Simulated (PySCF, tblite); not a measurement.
# C14H12BN: electronic excitations, NMR shifts

What do calculations give for the electronic excitations, NMR shifts of C14H12BN (`C1=CNB2C=CC=c3ccccc3=C2C=C1`)?

Programs: tblite 0.8.0 and PySCF 2.14.0, with routines of our own; each step states its level. All values are computed. Atoms count from 0.

## (1) The starting structure

28 atoms, charge 0, multiplicity 1; geometry from: force field, distance geometry or constructed start.

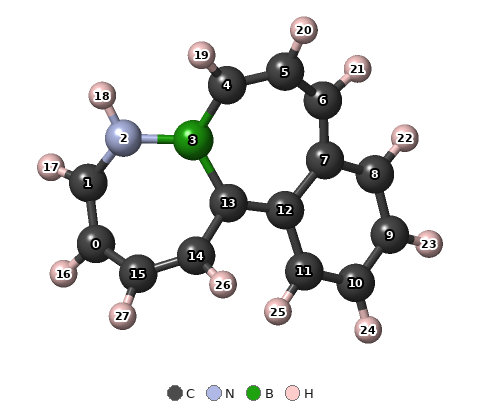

The starting geometry (carbon dark grey, nitrogen light blue, boron green, hydrogen pink).

## (2) Optimising the geometry with GFN2-xTB

What the job is given:

```
{"job": {"kind": "relax", "xc": "GFN2-xTB", "basis": "xTB"}, "charge": 0, "multiplicity": 1}
C     -3.297200    -0.652100    -0.639500
C     -3.173100     0.614400    -1.066400
N     -2.396200     1.598900    -0.368900
B     -0.975600     1.358400     0.101700
C     -0.167300     2.541300     0.663100
C      1.152100     2.579400     0.635400
C      2.031900     1.620500    -0.061000
C      1.911000     0.275100    -0.210600
C      3.066000    -0.372800    -0.722800
C      3.191300    -1.753500    -0.722400
C      2.176100    -2.543400    -0.222200
C      0.994500    -1.962000     0.225100
C      0.782100    -0.549700     0.194000
C     -0.481500    -0.094000     0.427400
C     -1.506700    -0.948500     1.082700
C     -2.734400    -1.196200     0.614300
H     -3.997700    -1.283000    -1.171500
H     -3.760900     0.924000    -1.912300
H     -2.698500     2.598700    -0.471900
H     -0.708700     3.396300     1.046700
H      1.625400     3.485100     1.011500
H      2.962400     2.088900    -0.361400
H      3.917300     0.205400    -1.073100
H      4.098100    -2.215600    -1.095700
H      2.290100    -3.616500    -0.206200
H      0.217100    -2.654400     0.528600
H     -1.200500    -1.491100     1.971600
H     -3.329500    -1.937000     1.127200
```

The run is started by

```console
> OMP_NUM_THREADS=1 python large_run.py task.json out
```

The driver reads the jobs from task.json and runs them one after another.

Log:

```text
step      E/eV     max force
  0   -1092.50745    2.778
  1   -1092.87428    1.494
  2   -1092.99694    0.713
  3   -1093.07082    0.668
  4   -1093.10256    0.519
  5   -1093.12495    0.258
  6   -1093.13651    0.262
  7   -1093.15029    0.250
  8   -1093.16182    0.260
  9   -1093.17110    0.216
 10   -1093.17702    0.158
 11   -1093.18166    0.139
 12   -1093.18605    0.136
 13   -1093.19032    0.154
 14   -1093.19430    0.130
 15   -1093.19814    0.124
 16   -1093.20177    0.144
 17   -1093.20458    0.113
 18   -1093.20649    0.077
 19   -1093.20813    0.079
 20   -1093.21001    0.108
 21   -1093.21211    0.112
 22   -1093.21403    0.102
 23   -1093.21573    0.086
 24   -1093.21758    0.079
 25   -1093.21961    0.103
 26   -1093.22137    0.094
 27   -1093.22279    0.115
 28   -1093.22420    0.102
 29   -1093.22586    0.093
 30   -1093.22747    0.088
 31   -1093.22865    0.086
 32   -1093.22960    0.086
 33   -1093.23062    0.083
 34   -1093.23164    0.063
 35   -1093.23247    0.052
 36   -1093.23310    0.050
 37   -1093.23371    0.052
 38   -1093.23440    0.050
 39   -1093.23509    0.049
 40   -1093.23573    0.045
 41   -1093.23638    0.060
 42   -1093.23717    0.061
 43   -1093.23809    0.059
 44   -1093.23905    0.051
 45   -1093.23998    0.062
 46   -1093.24095    0.065
 47   -1093.24199    0.077
 48   -1093.24292    0.058
 49   -1093.24355    0.048
 50   -1093.24401    0.043
 51   -1093.24445    0.056
 52   -1093.24497    0.064
 53   -1093.24551    0.049
 54   -1093.24597    0.045
 55   -1093.24634    0.040
 56   -1093.24664    0.033
 57   -1093.24691    0.032
 58   -1093.24718    0.030
 59   -1093.24746    0.032
 60   -1093.24775    0.041
 61   -1093.24806    0.039
 62   -1093.24840    0.036
 63   -1093.24879    0.047
 64   -1093.24922    0.049
 65   -1093.24968    0.047
 66   -1093.25019    0.050
 67   -1093.25073    0.050
 68   -1093.25131    0.051
 69   -1093.25184    0.038
 70   -1093.25232    0.037
 71   -1093.25274    0.041
 72   -1093.25314    0.041
 73   -1093.25347    0.031
 74   -1093.25375    0.034
 75   -1093.25399    0.036
 76   -1093.25423    0.028
 77   -1093.25446    0.037
 78   -1093.25468    0.039
 79   -1093.25492    0.034
 80   -1093.25523    0.044
 81   -1093.25559    0.043
 82   -1093.25594    0.034
 83   -1093.25625    0.031
 84   -1093.25653    0.036
 85   -1093.25684    0.039
 86   -1093.25722    0.043
 87   -1093.25764    0.051
 88   -1093.25803    0.052
 89   -1093.25835    0.044
 90   -1093.25862    0.030
 91   -1093.25882    0.025
 92   -1093.25902    0.030
 93   -1093.25921    0.032
 94   -1093.25941    0.031
 95   -1093.25959    0.034
 96   -1093.25976    0.033
 97   -1093.25990    0.025
 98   -1093.26002    0.022
 99   -1093.26014    0.020
```

It took 1.2 s on 1 thread of Arm Neoverse V2, shared host; peak memory 0.18 GiB.

Step by step:

```
step  energy from step 0 (eV)  largest force (eV/Å)
   0                   0.0000                2.7785
   1                  -0.3668                1.4934
   2                  -0.4895                0.7132
   3                  -0.5634                0.6682
   4                  -0.5951                0.5188
   5                  -0.6175                0.2582
   6                  -0.6291                0.2624
   7                  -0.6428                0.2500
   8                  -0.6544                0.2599
  15                  -0.6907                0.1238
  23                  -0.7083                0.0863
  31                  -0.7212                0.0858
  39                  -0.7276                0.0495
  47                  -0.7345                0.0771
  55                  -0.7389                0.0402
  63                  -0.7413                0.0466
  71                  -0.7453                0.0407
  79                  -0.7475                0.0337
  87                  -0.7502                0.0501
  95                  -0.7521                0.0348
  96                  -0.7523                0.0333
  97                  -0.7524                0.0254
  98                  -0.7526                0.0215
  99                  -0.7527                0.0198
```

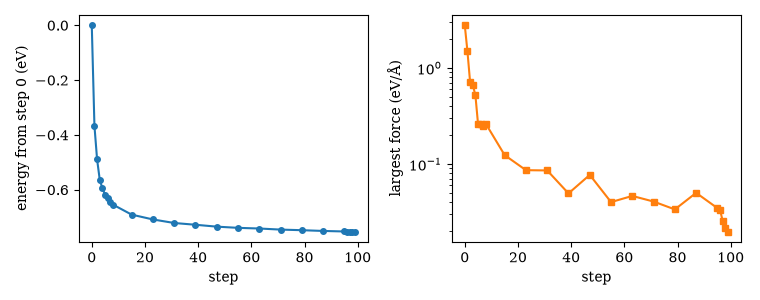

Energy and largest force along the relaxation.

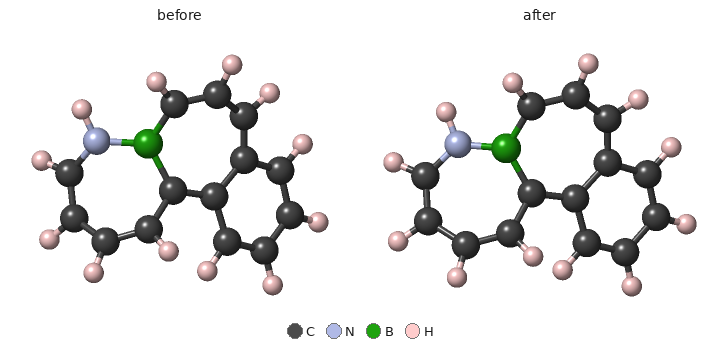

The geometry before (left) and after (right).

Distances of close pairs at the start and the end, largest changes first:

```
   bond  before (Å)  after (Å)  change (Å)
  N2–B3       1.516      1.430      -0.086
  C5–C6       1.476      1.405      -0.071
  C1–N2       1.435      1.368      -0.067
 C0–C15       1.478      1.434      -0.044
 N2–H18       1.050      1.010      -0.039
  C4–C5       1.320      1.359      +0.039
C12–C13       1.363      1.400      +0.037
 B3–C13       1.568      1.534      -0.034
```

The next job starts from the end point, and lists it.

## (3) Electronic excitations: TDA wB97X-D/6-31G*

What the job is given:

```
{"job": {"kind": "uv", "basis": "6-31G*", "grid": 1, "kgrid": 0, "vcut": 1.5, "nstates": 6, "ntriplets": 2, "tda": true, "delta": [], "pop": true, "xc": "wB97X-D"}, "charge": 0, "multiplicity": 1}
C     -3.559962    -0.554879    -0.352787
C     -3.357604     0.678647    -0.854273
N     -2.324135     1.523798    -0.556487
B     -1.032569     1.286623     0.008777
C     -0.215242     2.509530     0.425870
C      1.139457     2.607130     0.476448
C      2.089895     1.641222     0.104389
C      1.981216     0.274619    -0.116556
C      3.205311    -0.380195    -0.469653
C      3.328900    -1.725951    -0.571143
C      2.208981    -2.546542    -0.317270
C      1.022347    -1.978010     0.014340
C      0.819789    -0.562855     0.095816
C     -0.496931    -0.124690     0.282484
C     -1.437613    -1.050371     0.892037
C     -2.744001    -1.229688     0.614780
H     -4.469128    -1.062653    -0.642813
H     -4.103240     1.091692    -1.525150
H     -2.492685     2.473758    -0.856816
H     -0.760255     3.391442     0.753609
H      1.568138     3.558003     0.779181
H      3.100808     2.027036     0.030195
H      4.065898     0.247858    -0.657030
H      4.272337    -2.176471    -0.843634
H      2.301291    -3.619637    -0.405052
H      0.161953    -2.615742     0.156006
H     -1.024437    -1.662004     1.688833
H     -3.261057    -2.005255     1.169078
```

Level: TDA wB97X-D/6-31G*, vertical, gas phase, core orbitals frozen in the response, virtual orbitals cut by energy.

Log:

```text
start: PBE on a coarse grid of 23516 points
cycle   1  E = -619.4780655928  dE =  2.501e+00  |g| = 7.785e-01  |ddm| = 5.981e+00
cycle   2  E = -619.3178450400  dE =  1.602e-01  |g| = 1.066e+00  |ddm| = 2.560e+00
cycle   3  E = -619.6191745474  dE = -3.013e-01  |g| = 3.411e-01  |ddm| = 1.900e+00
cycle   4  E = -619.6506909080  dE = -3.152e-02  |g| = 1.438e-01  |ddm| = 6.769e-01
cycle   5  E = -619.6535347511  dE = -2.844e-03  |g| = 1.149e-01  |ddm| = 3.711e-01
cycle   6  E = -619.6581476390  dE = -4.613e-03  |g| = 2.272e-02  |ddm| = 1.823e-01
cycle   7  E = -619.6582473819  dE = -9.974e-05  |g| = 1.331e-02  |ddm| = 3.744e-02
cycle   8  E = -619.6582953363  dE = -4.795e-05  |g| = 3.705e-03  |ddm| = 1.750e-02
final grid: 103183 points
cycle   9  E = -620.0494210864  dE = -1.105e-02  |g| = 4.263e-02  |ddm| = 7.395e-01
cycle  10  E = -620.0503437020  dE = -9.226e-04  |g| = 2.650e-02  |ddm| = 1.508e-01
cycle  11  E = -620.0505967157  dE = -2.530e-04  |g| = 1.213e-02  |ddm| = 4.203e-02
cycle  12  E = -620.0506941386  dE = -9.742e-05  |g| = 5.317e-03  |ddm| = 2.879e-02
cycle  13  E = -620.0507199348  dE = -2.580e-05  |g| = 2.000e-03  |ddm| = 1.328e-02
cycle  14  E = -620.0507294667  dE = -9.532e-06  |g| = 1.228e-03  |ddm| = 8.931e-03
cycle  15  E = -620.0507311839  dE = -1.717e-06  |g| = 5.329e-04  |ddm| = 5.428e-03
cycle  16  E = -620.0507302635  dE =  9.205e-07  |g| = 3.299e-04  |ddm| = 2.480e-03
cycle  17  E = -620.0507306108  dE = -3.473e-07  |g| = 1.243e-04  |ddm| = 1.334e-03
cycle  18  E = -620.0507315132  dE = -9.024e-07  |g| = 6.299e-05  |ddm| = 6.630e-04
converged SCF energy = -620.0507315132

Static polarisability (au): isotropic 182.691, principal 74.558 206.402 267.113

Singlet excitations
state   eV       nm        f      main configurations
  1   2.2748    545.0   0.10304   H->L 0.85
  2   3.6048    343.9   0.19080   H->L+1 0.73, H-2->L 0.12
  3   4.0742    304.3   0.05831   H-1->L 0.80, H->L+2 0.11
  4   4.3240    286.7   0.08591   H->L+2 0.40, H-2->L 0.38
  5   4.9661    249.7   0.48137   H->L+2 0.26, H-3->L 0.21, H-2->L 0.20
  6   5.0643    244.8   0.07300   H->L+3 0.64, H-3->L 0.22

Triplet excitations (Tamm-Dancoff, eV): 0.9804 2.5442
```

Run time: 27 s. Hardware: 1 thread of Arm Neoverse V2, shared host; peak memory 0.65 GiB.

Frontier orbitals and where they lie:

```
orbital      eV                         atoms
 HOMO−4  -10.01  C13 17 %, C14 16 %, C15 13 %
 HOMO−3   -9.48    C0 12 %, C8 12 %, C11 12 %
 HOMO−2   -8.66     C4 18 %, C5 17 %, C7 16 %
 HOMO−1   -8.09    C0 16 %, C14 12 %, C1 12 %
   HOMO   -6.14     C6 16 %, C4 11 %, N2 10 %
   LUMO   -0.48    C13 22 %, C4 14 %, C6 13 %
 LUMO+1    1.12    B3 24 %, C5 17 %, C10 11 %
 LUMO+2    1.86   C14 17 %, C1 16 %, C15 12 %
 LUMO+3    2.68   C8 20 %, C11 19 %, C12 10 %
```

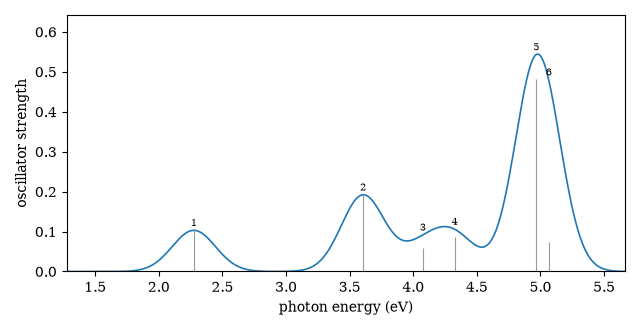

Absorption spectrum from the 6 singlet states computed; above the last one it falls off for lack of states. Lines are broadened to a width of 0.40 eV (Gaussian).

Further results of this job:

```
           property  computed
  dipole moment (D)      1.26
polarisability (Å³)     27.07
 HOMO–LUMO gap (eV)      5.65
      −ε(HOMO) (eV)      6.14
```

## (4) NMR shifts: GIAO PBE0/pcSseg-1

The job, as its differences from that of step 3:

```diff
@@ -1,2 +1,2 @@
-{"job": {"kind": "uv", "basis": "6-31G*", "grid": 1, "kgrid": 0, "vcut": 1.5, "nstates": 6, "ntriplets": 2, "tda": true, "delta": [], "pop": true, "xc": "wB97X-D"}, "charge": 0, "multiplicity": 1}
+{"job": {"kind": "nmr", "xc": "PBE0", "basis": "pcSseg-1", "pop": false}, "charge": 0, "multiplicity": 1}
 C     -3.559962    -0.554879    -0.352787
```

Method: GIAO PBE0/pcSseg-1 NMR shielding, non-relativistic, gas phase.

Log:

```text
start: PBE on a coarse grid of 23516 points
cycle   1  E = -619.1402983781  dE =  2.467e+00  |g| = 7.634e-01  |ddm| = 5.727e+00
cycle   2  E = -618.9605104834  dE =  1.798e-01  |g| = 1.092e+00  |ddm| = 2.447e+00
cycle   3  E = -619.2737748964  dE = -3.133e-01  |g| = 3.320e-01  |ddm| = 1.823e+00
cycle   4  E = -619.3025456037  dE = -2.877e-02  |g| = 1.436e-01  |ddm| = 5.984e-01
cycle   5  E = -619.3052582472  dE = -2.713e-03  |g| = 1.146e-01  |ddm| = 3.371e-01
cycle   6  E = -619.3097438048  dE = -4.486e-03  |g| = 2.331e-02  |ddm| = 1.676e-01
cycle   7  E = -619.3098465984  dE = -1.028e-04  |g| = 1.377e-02  |ddm| = 3.646e-02
cycle   8  E = -619.3098955921  dE = -4.899e-05  |g| = 3.513e-03  |ddm| = 1.745e-02
final grid: 219384 points
cycle   9  E = -619.4780094935  dE = -9.554e-03  |g| = 4.601e-02  |ddm| = 5.254e-01
cycle  10  E = -619.4779278073  dE =  8.169e-05  |g| = 4.848e-02  |ddm| = 1.180e-01
cycle  11  E = -619.4785332835  dE = -6.055e-04  |g| = 1.576e-02  |ddm| = 8.552e-02
cycle  12  E = -619.4785993281  dE = -6.604e-05  |g| = 3.610e-03  |ddm| = 2.133e-02
cycle  13  E = -619.4786043782  dE = -5.050e-06  |g| = 1.068e-03  |ddm| = 5.309e-03
cycle  14  E = -619.4786026266  dE =  1.752e-06  |g| = 6.443e-04  |ddm| = 2.180e-03
cycle  15  E = -619.4786037482  dE = -1.122e-06  |g| = 2.769e-04  |ddm| = 1.202e-03
cycle  16  E = -619.4786041236  dE = -3.754e-07  |g| = 1.386e-04  |ddm| = 5.471e-04
cycle  17  E = -619.4786031186  dE =  1.005e-06  |g| = 3.832e-05  |ddm| = 2.837e-04
converged SCF energy = -619.4786031186

GIAO shielding tensors (ppm)
atom      isotropic    diamagn.    paramagn.     s11        s22        s33       span
  0 C       68.870     253.895    -185.024    -33.594     92.154    148.051    181.645
  1 C       32.363     248.371    -216.008    -91.545     46.391    142.245    233.790
  2 N      102.615     326.728    -224.113     28.541     57.905    221.400    192.858
  3 B       66.614     194.776    -128.162     33.902     60.893    105.048     71.146
  4 C       49.153     264.001    -214.848    -49.580    -14.657    211.696    261.276
  5 C       34.124     254.661    -220.536    -88.768     32.837    158.305    247.073
  6 C       48.066     253.747    -205.681    -49.426     55.704    137.919    187.345
  7 C       39.355     251.996    -212.641    -46.771     -6.206    171.042    217.813
  8 C       45.213     249.184    -203.971    -53.368     44.244    144.762    198.131
  9 C       53.196     255.204    -202.008    -57.080     46.007    170.660    227.740
 10 C       56.779     254.028    -197.249    -53.796     52.653    171.480    225.275
 11 C       55.772     252.134    -196.361    -55.222     52.492    170.048    225.270
 12 C       41.304     253.892    -212.589    -37.069     -4.855    165.835    202.905
 13 C       28.073     258.914    -230.842    -64.026    -13.586    161.830    225.856
 14 C       41.706     257.694    -215.987    -62.114     43.255    143.978    206.092
 15 C       40.683     253.942    -213.259    -65.320     39.502    147.868    213.189
 16 H       26.890      27.475      -0.585     25.741     26.667     28.263      2.522
 17 H       25.415      26.287      -0.872     22.301     26.175     27.769      5.468
 18 H       28.400      31.704      -3.304     22.377     29.352     33.470     11.093
 19 H       26.553      31.426      -4.872     19.107     28.749     31.804     12.697
 20 H       24.354      28.780      -4.426     21.293     23.520     28.249      6.956
 21 H       25.084      32.366      -7.282     20.939     24.396     29.917      8.979
 22 H       24.650      31.410      -6.759     21.704     23.782     28.465      6.761
 23 H       24.667      28.783      -4.115     22.364     24.651     26.986      4.622
 24 H       24.849      30.501      -5.651     22.286     24.657     27.605      5.319
 25 H       24.348      34.699     -10.351     20.956     22.393     29.696      8.740
 26 H       26.194      33.755      -7.561     22.917     27.194     28.471      5.555
 27 H       25.833      29.542      -3.708     23.770     25.565     28.166      4.396
```

Run time: 40 s. Hardware: 1 thread of Arm Neoverse V2, shared host; peak memory 0.74 GiB.

Shifts follow as δ = σ(reference) − σ, with reference shieldings (ppm) from runs at the same level and on the same kind of geometry: 1H TMS 31.72, 13C TMS 186.9, 15N NH3 267.7, 11B BF3·OEt2 100.1. The references are single molecules in the gas phase, so shifts against H2O, NH3, PH3, H3PO4 or CFCl3 are not on the usual liquid scales and can be off by tens of ppm.

```
atoms                                                  environment  σ (ppm)  δ (ppm)  δ scaled to CDCl3
  C13                carbon bonded to 2 C, B, in a 7-membered ring     28.1    158.9              153.1
   C1                               alkene carbon bearing nitrogen     32.4    154.6              148.9
   C5                                                    alkene CH     34.1    152.8              147.2
   C7                                  substituted aromatic carbon     39.4    147.6              142.1
  C15                                                    alkene CH     40.7    146.2              140.8
  C12                                  substituted aromatic carbon     41.3    145.6              140.2
  C14                                                    alkene CH     41.7    145.2              139.8
   C8                                                  aromatic CH     45.2    141.7              136.4
   C6                carbon bonded to 2 C, H, in a 7-membered ring     48.1    138.9              133.6
   C4                                                    alkene CH     49.2    137.8              132.6
   C9                                                  aromatic CH     53.2    133.7              128.6
  C11                                                  aromatic CH     55.8    131.2              126.1
  C10                                                  aromatic CH     56.8    130.1              125.1
   C0                β carbon of an enol-ether or enamine type C=C     68.9    118.1              113.3
  H25                                   hydrogen on an aromatic CH    24.35     7.37               7.05
  H20                                     hydrogen on an alkene CH    24.35     7.36               7.05
  H22                                   hydrogen on an aromatic CH    24.65     7.07               6.77
  H23                                   hydrogen on an aromatic CH    24.67     7.05               6.75
  H24                                   hydrogen on an aromatic CH    24.85     6.87               6.58
  H21     hydrogen on a carbon bonded to 2 C, in a 7-membered ring    25.08     6.63               6.36
  H17                hydrogen on an alkene carbon bearing nitrogen    25.42     6.30               6.05
  H27                                     hydrogen on an alkene CH    25.83     5.88               5.65
  H26                                     hydrogen on an alkene CH    26.19     5.52               5.31
  H19                                     hydrogen on an alkene CH    26.55     5.16               4.97
  H16  hydrogen on a β carbon of an enol-ether or enamine type C=C    26.89     4.83               4.66
  H18                              hydrogen on an enamine nitrogen    28.40     3.32                  –
   N2                                             enamine nitrogen    102.6    165.1                  –
   B3                 boron bonded to 2 C, N, in a 7-membered ring     66.6     33.5                  –
```

The scaled column applies a straight-line fit of computed shieldings to shifts measured in CDCl3 (root-mean-square error 0.16 ppm for H, 1.9 ppm for C).

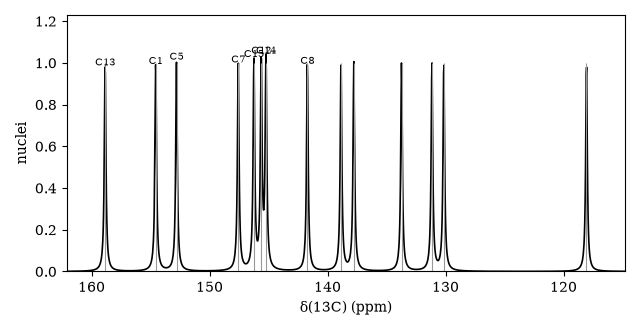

13C lines at the computed shifts, without couplings. Lines are broadened to a width of 0.16 ppm (Lorentzian).

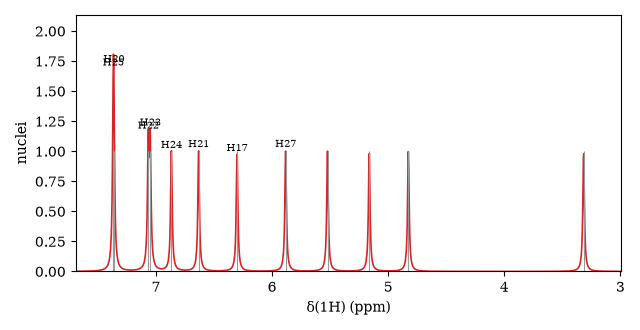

1H lines at the computed shifts, without couplings. Lines are broadened to a width of 0.02 ppm (Lorentzian).

Ring of atoms C0, C1, N2, B3, C13, C14, C15: NICS(0) 11.8, NICS(1) 6.8, NICS(1)zz 24.3 ppm (means of both faces).

Ring of atoms B3, C4, C5, C6, C7, C12, C13: NICS(0) 1.4, NICS(1) -2.4, NICS(1)zz -2.6 ppm (means of both faces; NICS(1) differs between them: -3.7 and -1.1).

The two faces differ (NICS(1)zz -5.1 and 0.0 ppm).

Ring of atoms C7, C8, C9, C10, C11, C12: NICS(0) -1.8, NICS(1) -5.7, NICS(1)zz -11.8 ppm (means of both faces).

## (5) Outcome

| quantity | value |
| --- | --- |
| lowest singlet (wB97X-D/6-31G*) | 2.27 eV (545 nm), f = 0.103 |
| brightest single state of those computed | state 5, 4.97 eV, f = 0.481 |
| lowest triplet | 0.98 eV |
| 13C shifts against TMS (PBE0/pcSseg-1) | 158.9, 154.6, 152.8, 147.6, 146.2, 145.6, 145.2, 141.7, 138.9, 137.8, 133.7, 131.2, 130.1, 118.1 ppm |
| 1H shifts against TMS (PBE0/pcSseg-1) | 7.37, 7.36, 7.07, 7.05, 6.87, 6.63, 6.30, 5.88, 5.52, 5.16, 4.83, 3.32 ppm |
| 15N shifts against NH3 (PBE0/pcSseg-1) | 165.1 ppm |
| 11B shifts against BF3·OEt2 (PBE0/pcSseg-1) | 33.5 ppm |

What this shows: The lowest singlet, at 2.27 eV, is HOMO→LUMO 0.85 and is bright; of the 6 states computed, the strongest absorption comes from state 5 at 4.97 eV. State 1 absorbs in the visible (545 nm). The lowest triplet lies 1.29 eV below the lowest singlet. At PBE0/pcSseg-1: The largest span, 261 ppm, is at C4, where the paramagnetic term is -215 ppm.
